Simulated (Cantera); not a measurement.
Input: 1 mol SiF₄, a varied amount of HCl, 570 mol H₂, 0.09 mol C₂H₂, at 2202 °C and 2.80 mbar.

These are equilibrium values from Cantera (NASA tables, ideal gas, pure condensed phases), not measurements of a reactor. Candidate condensed phases: C, C₆H₆, C₇H₈, C₈H₁₈, Si, SiC; 143 gas species. The tables' values for SiF are old estimates; treat these amounts as uncertain. The numbers say what is thermodynamically allowed, not how fast it happens.

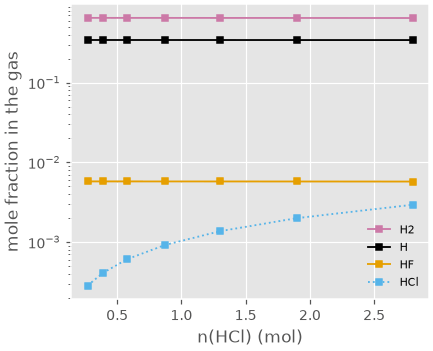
*Equilibrium gas composition (values under 1e-9 drawn at 1e-9)*

Question: Read off the mole fractions at 1.9 mol HCl.

Answer: H₂ about 0.65, H about 0.34, HF about 0.0057, HCl about 0.0020.
